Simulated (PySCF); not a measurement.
# Excited-state calculation of C4H9ClGeO

System: C4H9ClGeO.
Method: TDDFT B3LYP/def2-SVPD, vertical, gas phase, core orbitals frozen in the response (PySCF 2.14.0).

The geometry comes from this level: GFN2-xTB. It belongs to a series of runs on one base structure; here: constitutional isomer.

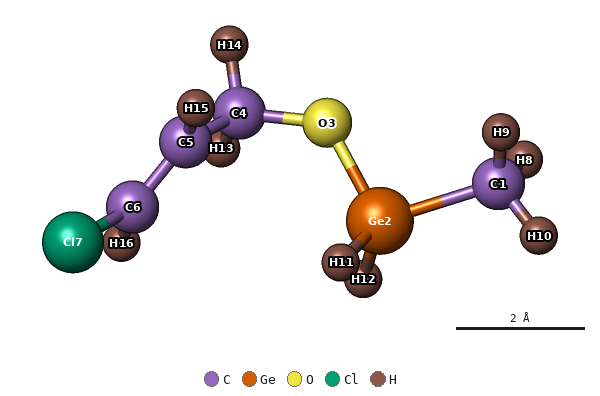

Fig. 1: The input geometry (ball-and-stick view, seen at a tilt; atoms are numbered from 1 in the order of the input). Sticks mark near contacts. Bond lengths as drawn: C–C 1.32 to 1.50 Å, C–Cl 1.72 Å, C–Ge 1.96 Å, C–H 1.08 to 1.10 Å, C–O 1.41 Å, Ge–H 1.51 to 1.52 Å and Ge–O 1.77 Å.

**Input**
```
{"job": {"kind": "uv", "xc": "B3LYP", "basis": "def2-SVPD", "nstates": 8, "ntriplets": 3}, "charge": 0, "multiplicity": 1}
C     -2.969241     0.657401     0.173224
Ge    -1.246881    -0.119784    -0.341959
O     -0.337094    -0.021531     1.174688
C      0.979506    -0.479466     1.371703
C      1.956798     0.252937     0.503649
C      2.656936    -0.344079    -0.444114
Cl     3.744201     0.496848    -1.475649
H     -3.482454     0.009808     0.878992
H     -2.802831     1.618615     0.652336
H     -3.610597     0.805157    -0.690906
H     -0.502148     0.642709    -1.415271
H     -1.282733    -1.575727    -0.762305
H      1.049781    -1.557354     1.182705
H      1.210051    -0.291206     2.427293
H      2.012714     1.320864     0.656446
H      2.616392    -1.406249    -0.634761
```

The first line tells a small driver script what to run in PySCF; the rest is the geometry in Å.

Launched with:
```bash
OMP_NUM_THREADS=1 python <driver script> task.json out
```

**Log**
```
coarse grid: 61880 points
cycle   1  E = -2769.6168230957  dE =  8.401e-02  |g| = 8.857e-01  |ddm| = 5.919e+00
cycle   2  E = -2769.1936400112  dE =  4.232e-01  |g| = 1.687e+00  |ddm| = 2.988e+00
cycle   3  E = -2769.7478486890  dE = -5.542e-01  |g| = 2.465e-01  |ddm| = 2.267e+00
cycle   4  E = -2769.7597212914  dE = -1.187e-02  |g| = 6.484e-02  |ddm| = 4.033e-01
cycle   5  E = -2769.7604538316  dE = -7.325e-04  |g| = 1.902e-02  |ddm| = 1.066e-01
cycle   6  E = -2769.7605395399  dE = -8.571e-05  |g| = 7.038e-03  |ddm| = 3.337e-02
cycle   7  E = -2769.7605507867  dE = -1.125e-05  |g| = 1.916e-03  |ddm| = 1.368e-02
cycle   8  E = -2769.7605517341  dE = -9.474e-07  |g| = 4.545e-04  |ddm| = 3.911e-03
final grid: 129176 points
cycle   9  E = -2769.7605312749  dE = -9.800e-08  |g| = 6.659e-04  |ddm| = 1.123e-02
cycle  10  E = -2769.7605310389  dE =  2.360e-07  |g| = 1.155e-03  |ddm| = 2.887e-03
cycle  11  E = -2769.7605313820  dE = -3.431e-07  |g| = 1.374e-04  |ddm| = 1.918e-03
cycle  12  E = -2769.7605313861  dE = -4.079e-09  |g| = 1.506e-05  |ddm| = 1.817e-04
cycle  13  E = -2769.7605313861  dE = -3.411e-11  |g| = 1.012e-05  |ddm| = 3.423e-05
```

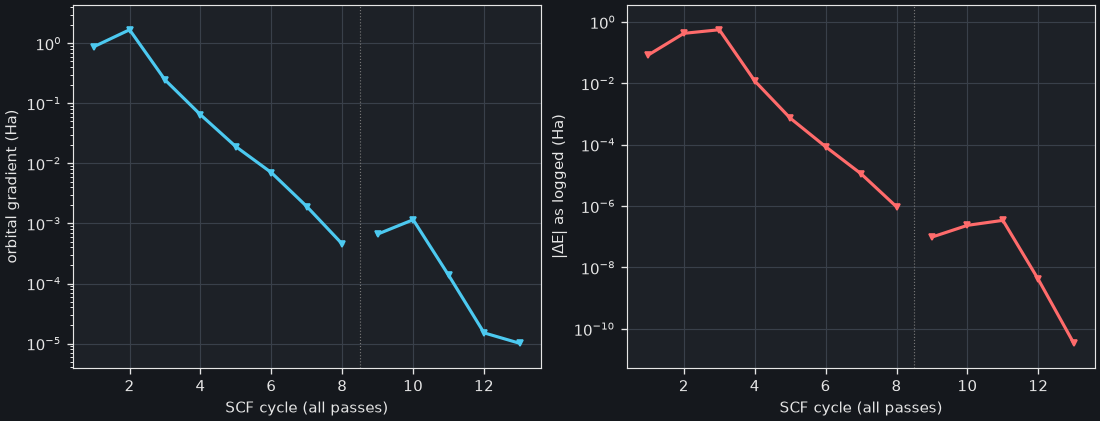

Fig. 2: Convergence of the self-consistent field: orbital gradient and size of the energy change against the SCF cycle. The dotted line marks the change from a coarse to the final integration grid. The first 8 cycles use a coarse grid, the final grid takes over at cycle 9, and the field converges after 13 cycles in all.

```
converged SCF energy = -2769.7605313861

Static polarisability (au): isotropic 99.225, principal 83.035 87.383 127.256

Singlet excitations
state   eV       nm        f      main configurations
  1   5.9221    209.4   0.04828   H-1->L 0.68, H->L 0.30
  2   6.3619    194.9   0.23182   H->L 0.59, H-1->L 0.28
  3   6.5089    190.5   0.00835   H->L+1 0.42, H->L+2 0.37, H->L+3 0.13
  4   6.5745    188.6   0.02666   H-2->L 0.90
  5   6.7571    183.5   0.00201   H->L+1 0.37, H-1->L+1 0.22, H->L+2 0.15
  6   6.8587    180.8   0.00727   H->L+3 0.49, H->L+2 0.39
  7   6.9033    179.6   0.00149   H-3->L 0.85
  8   6.9753    177.7   0.00702   H-1->L+1 0.52, H->L+1 0.13

Triplet excitations (Tamm-Dancoff, eV): 4.1863 5.7243 6.1611
```

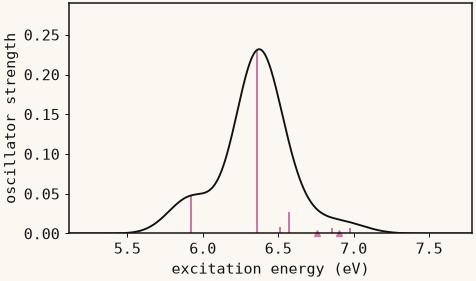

Fig. 3: Computed excitations as sticks (degenerate states added up, dark ones marked on the axis), with a Gaussian envelope of 0.35 eV full width at half maximum, scaled to the tallest. Of the 8 states the lowest lies at 5.92 eV (f = 0.048); the strongest line is at 6.36 eV, or 195 nm (f = 0.232).

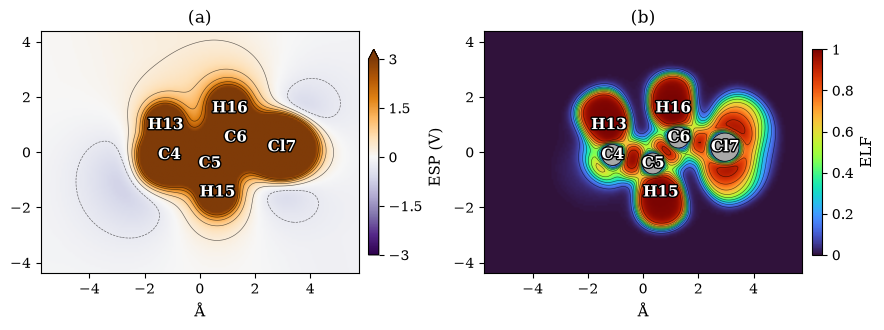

Fig. 4: (a) molecular electrostatic potential; (b) ELF on the plane of atoms Cl7, C6 and H16. Grey discs, where drawn, cover atomic cores. C–C (1.32 Å): the ELF peaks at about 0.90 between the atoms (a multiple bond by its length, whose ELF region spreads away from the axis). C–Cl (1.72 Å): the ELF peaks at about 0.90 between the atoms (localised, shared-pair bonding).

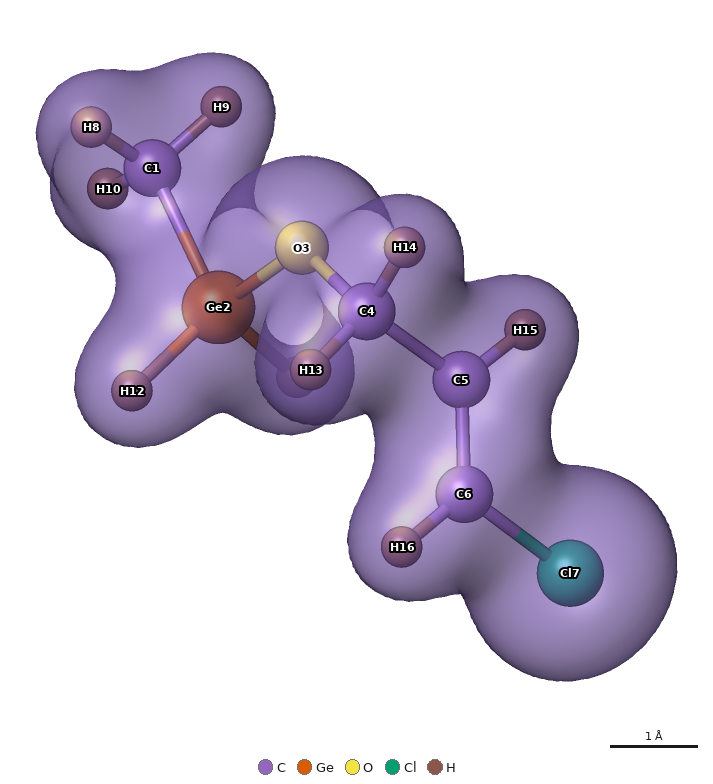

Fig. 5: Isosurface of the electron density at 0.2 e/Å³ (purple), seen at an oblique angle. At this value the surface is in one piece. On the grid the lowest density along these lines, outside the cores, is 2.4 e/Å³ (C–C, 1.32 Å), 1.7 e/Å³ (C–O, 1.41 Å), 1.4 e/Å³ (C–Cl, 1.72 Å) and 0.92 e/Å³ (Ge–O, 1.77 Å).

**Summary**

| quantity | value |
| --- | --- |
| outcome | converged |
| total energy | −2769.760531 hartree |
| HOMO | −7.22 eV |
| LUMO | −0.65 eV |
| dipole moment | 1.46 D |
| mean polarisability | 99.22 a.u. |
| lowest singlet excitation | 5.92 eV |
| hardware | 1 CPU thread, shared host |
| wall time | 70 s |
| peak memory | 0.96 GiB |

**Notes**

Spin–orbit coupling is left out, which matters for the heavy atoms.
